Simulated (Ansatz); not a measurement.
Start from BAsO4 (space group I-4, No. 82; a = 4.511 Å, c = 6.799 Å).

The change: 0.207 holes added to each cell, a density of 3.0×10^21 cm⁻³, with a uniform compensating background at fixed cell and a 300 K Fermi–Dirac width.

The values are results of Ansatz (a program for electronic structure), PBEsol, PAW, cutoff 420 eV, scalar-relativistic without spin-orbit coupling, not measurements.

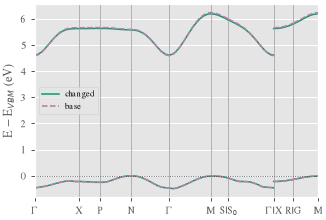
Fig. 1. Highest valence and lowest conduction band along the path, each from its own valence-band maximum

Q: From the figure, how large is the changed gap, and is it direct?

A: About 4.6 eV, indirect, N → Γ.

Charged cell with a jellium background: band edges are those of the host's band count, energies are not comparable with the neutral cell, and many-body gap narrowing is missing. Whether these cells are dynamically stable was not tested.
